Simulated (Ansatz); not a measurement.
C2H12N2Si2 (SMILES C[SiH2][SiH2]C(N)N)

The calculation's input:

```
crystal:
  periodic: [false, false, false]
  atoms:
    - { symbol: C, position_ang: [0.713, -2.4023, -0.9798] }
    - { symbol: Si, position_ang: [1.7329, -0.8585, -0.9415] }
    - { symbol: Si, position_ang: [0.4133, 1.0403, -0.6806] }
    - { symbol: C, position_ang: [-0.3676, 0.9388, 0.975] }
    - { symbol: "N", position_ang: [-1.0807, 2.1629, 1.3094] }
    - { symbol: "N", position_ang: [-1.5235, -0.0062, 0.9513] }
    - { symbol: H, position_ang: [-0.0475, -2.2939, -1.7929] }
    - { symbol: H, position_ang: [1.3016, -3.2406, -1.1688] }
    - { symbol: H, position_ang: [0.1273, -2.4804, -0.0087] }
    - { symbol: H, position_ang: [2.5116, -0.7564, -2.1863] }
    - { symbol: H, position_ang: [2.7118, -0.9718, 0.1906] }
    - { symbol: H, position_ang: [1.3486, 2.248, -0.7113] }
    - { symbol: H, position_ang: [-0.5963, 1.1901, -1.7936] }
    - { symbol: H, position_ang: [0.2505, 0.6697, 1.7772] }
    - { symbol: H, position_ang: [-1.5376, 2.0725, 2.236] }
    - { symbol: H, position_ang: [-1.7948, 2.4459, 0.6683] }
    - { symbol: H, position_ang: [-1.9347, -0.0551, 1.8746] }
    - { symbol: H, position_ang: [-2.2655, 0.3084, 0.3329] }
basis:
  gaussian: { orbitals: "6-31G*" }
hamiltonian:
  xc: pbe
  dispersion: d4
relax:
  f_tol: 0.015
  max_steps: 40
output:
  orbitals: {}
```

Run with:

```sh
ansatz run input.yaml --threads 2 --pin off --max-ram 3072MiB --backend cpu --events-out ev --progress --plain --runs-dir out
```

The fields are those of the run's last geometry, not of the input's.

Computed with RKS PBE-D4/6-31G* in Ansatz.

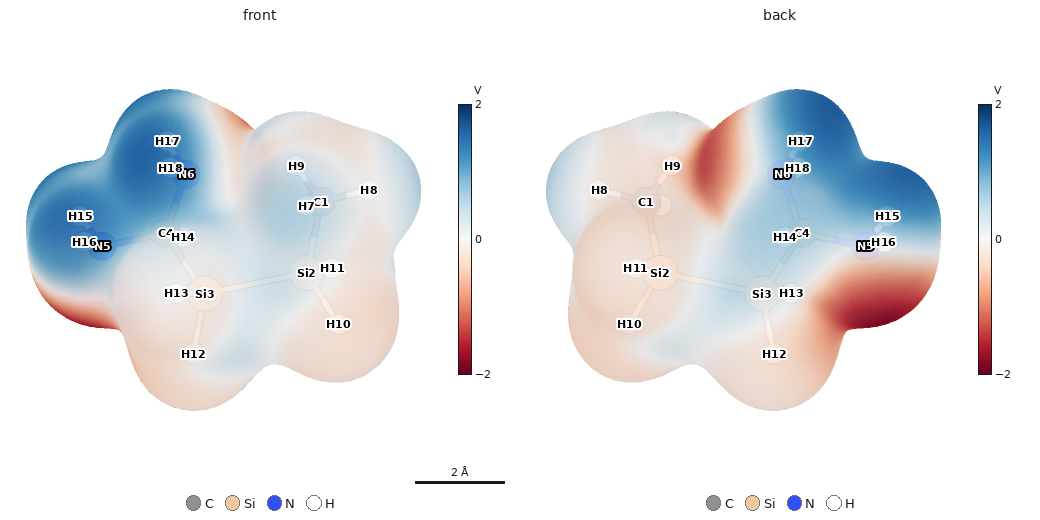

Figure 1. The molecular electrostatic potential painted on the density surface at 0.002 e/bohr³, seen from the front and from behind; red is negative and blue positive.

Which sites attract a positive test charge, and which a negative one?

A positive charge is drawn to the negative regions and a negative charge to the positive ones. The most negative region (about −1.8 V) lies over N5, the most positive (about +1.6 V) over H15, H17 and H18. N5 is the likeliest acceptor of a hydrogen bond.

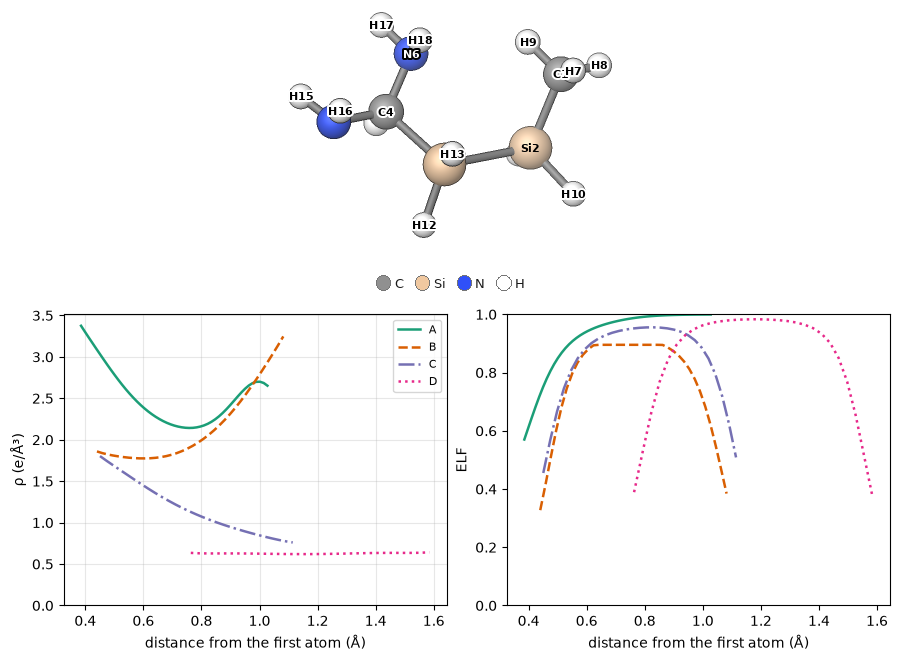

Figure 2. Total electron density and electron localisation function along straight lines between neighbouring atoms. The curves leave out the atomic cores. The structure is drawn too.

Which curve belongs to which contact (C–N, C–Si, N–H and Si–Si)? The first atom named is at distance zero.

Curve A: N–H (1.03 Å): ρ is about 2.7 e/Å³ halfway; the ELF climbs to about 1 towards the hydrogen, as it does in any bond to H: an ordinary covalent bond to hydrogen. Curve B: C–N (1.47 Å): ρ at the midpoint is about 1.9 e/Å³; the ELF peaks at about 0.90 between the atoms; a shared electron pair. Curve C: C–Si (1.90 Å): the density is about 0.9 e/Å³ at the midpoint; the ELF peaks at about 0.95 between the atoms: a covalent bond. Curve D: Si–Si (2.35 Å): ρ at the midpoint is about 0.62 e/Å³; the ELF peaks at about 1 between the atoms: a covalent bond.

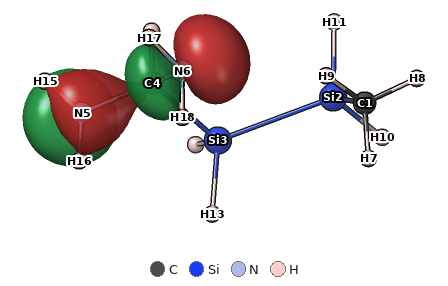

Figure 3. The HOMO at ±0.15 Å⁻³ᐟ² (green and red are the two phases), seen from one side.

What is the character of this orbital?

By Hirshfeld shares it lies mainly on N5 (about 45 %) and N6 (about 35 %); largely a combination of lone pairs on N5 and N6. Its energy is −5.01 eV.
